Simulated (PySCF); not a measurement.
```xyz
2

Zn    0.0000    0.0000   -0.7715
Cl    0.0000    0.0000    1.4105
```

All numbers below come from PBE0/pcseg-1, non-relativistic, at a bond length of 2.182 Å (PySCF).

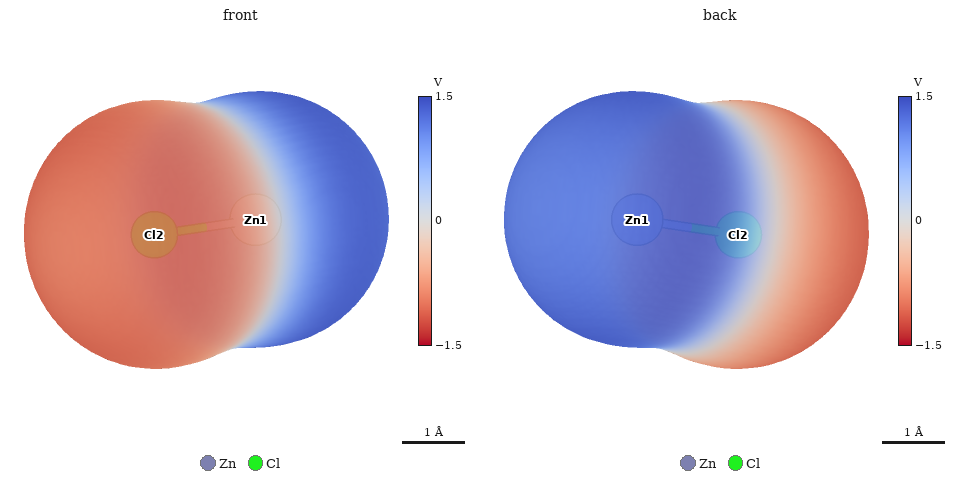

ZnCl (doublet). The electrostatic potential painted on the density surface at 0.001 e/bohr³, seen from the front and from behind; red is negative and blue positive.

> Which sites attract a positive test charge, and which a negative one?

A positive charge is drawn to the negative regions and a negative charge to the positive ones. The most negative region (about −1.0 V) lies over Cl2, the most positive (about +1.3 V) over Zn1.
